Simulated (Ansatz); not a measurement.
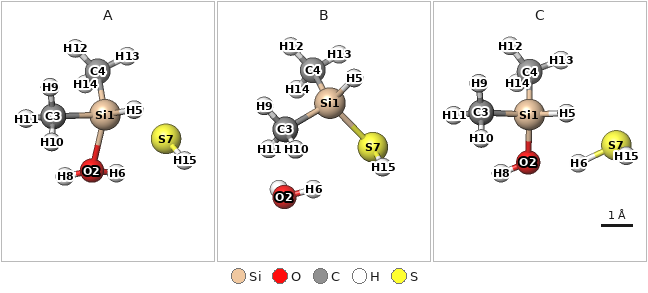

3 geometries from a converged minimum-energy path of C₂H₁₀OSSi, shuffled. The picture is a ball-and-stick view, seen at a tilt.

The calculation used RKS PBE0-D4/def2-SVP (Ansatz). Settings: 7 movable images; climbing image; force threshold 0.05 eV/Å; iteration limit 60; starting path through a guess of the saddle point.

> Which of them lies highest in energy?

A. In order along the path, whose images run from 0 to 8: C (image 2, +0.13 eV), A (image 4, +1.32 eV), B (image 7, +0.14 eV). Breaking: H6–S7 (1.36 → 1.95 at the top → 2.41 Å), Si1–O2 (1.69 → 1.96 at the top → 3.50 Å). Forming: O2–H6 (2.09 → 1.03 at the top → 0.97 Å), Si1–S7 (3.97 → 2.52 at the top → 2.18 Å).

Cost: 7.3 min on 4 threads of Arm Neoverse N1 (shared host), peak memory 0.35 GiB.
